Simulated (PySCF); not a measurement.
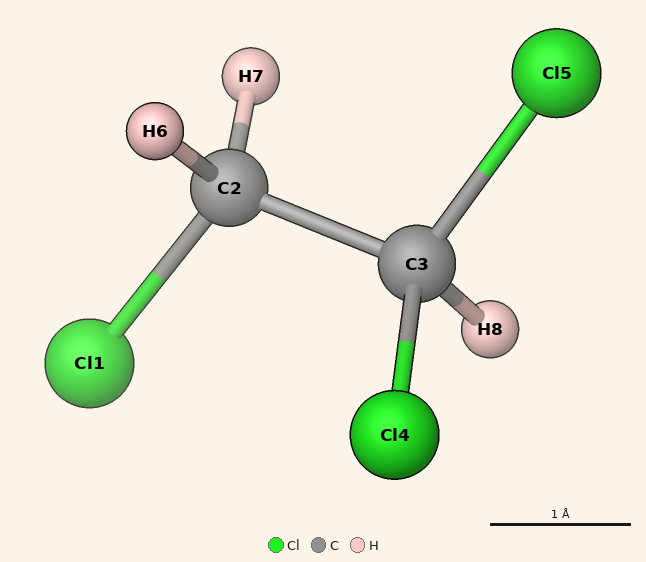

Orthographic view. Atoms fade into the background with distance from the viewer. The geometry was computed by an optimisation with PBE0-D3(BJ)/def2-SVP. No frequency run is at hand to confirm it as a minimum.

Write a MOL file (V2000) with the atoms in numerical order, bonds sorted by atom number with the orders drawn, and coordinates in the frame of the picture: x right, y up, z towards the viewer, origin at the mean position.

```
C2H3Cl3
                    3D

  8  7  0  0  0  0  0  0  0  0999 V2000
   -1.6700   -0.9400   -1.0100 Cl  0  0  0  0  0  0  0  0  0  0  0  0
   -0.6700    0.3200   -0.2600 C   0  0  0  0  0  0  0  0  0  0  0  0
    0.6700   -0.2200    0.1700 C   0  0  0  0  0  0  0  0  0  0  0  0
    0.5100   -1.4500    1.4400 Cl  0  0  0  0  0  0  0  0  0  0  0  0
    1.6800    1.1400    0.7200 Cl  0  0  0  0  0  0  0  0  0  0  0  0
   -1.2000    0.7300    0.6100 H   0  0  0  0  0  0  0  0  0  0  0  0
   -0.5200    1.1200   -1.0000 H   0  0  0  0  0  0  0  0  0  0  0  0
    1.2000   -0.6900   -0.6700 H   0  0  0  0  0  0  0  0  0  0  0  0
  1  2  1  0
  2  3  1  0
  2  6  1  0
  2  7  1  0
  3  4  1  0
  3  5  1  0
  3  8  1  0
M  END
```
